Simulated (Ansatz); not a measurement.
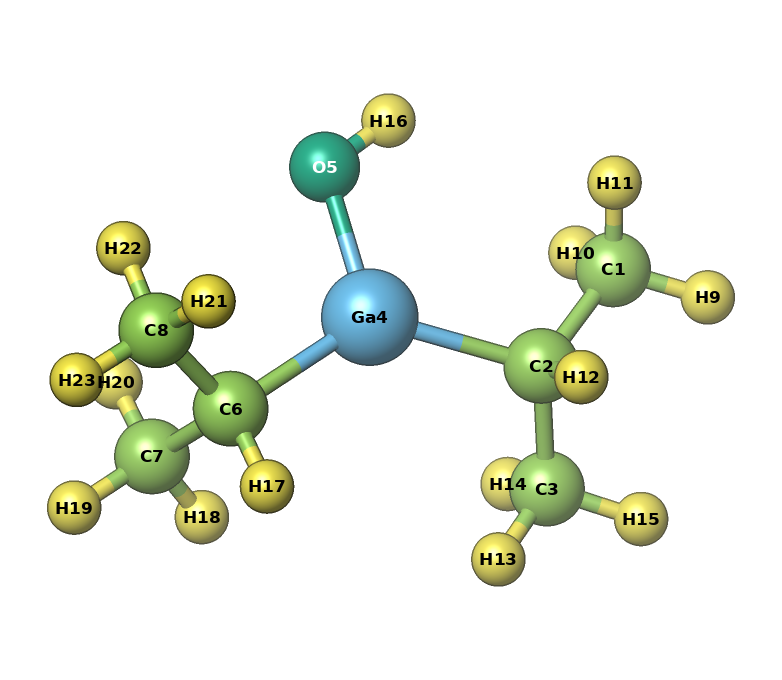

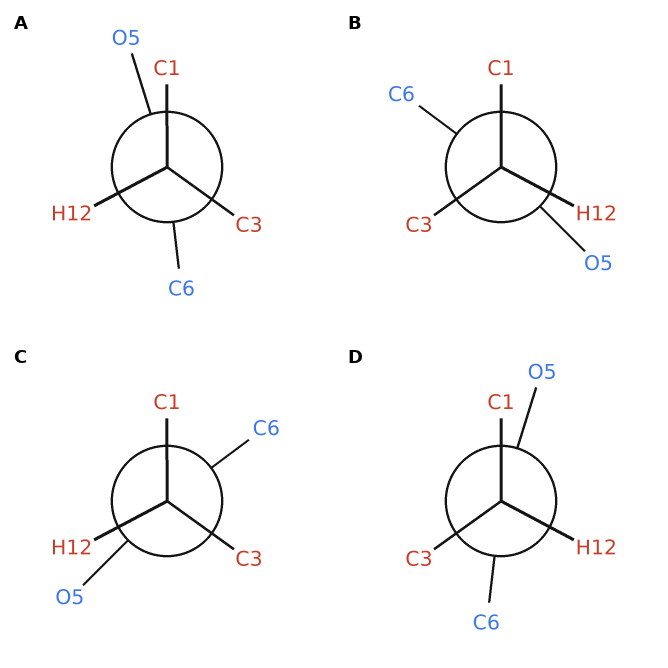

Depth is shown by fading: the farther an atom, the more it takes the colour of the background. Bonds that would overlap in a projection are set slightly apart. The computed structure is the end point of a PBE0-D4/def2-TZVP optimisation. No frequency run is at hand to confirm it as a minimum.

Which Newman projection shows the view along C2–Ga4, with C2 in front?

Answer. A. The torsion angle C1–C2–Ga4–O5 is −3°, synperiplanar (eclipsed).
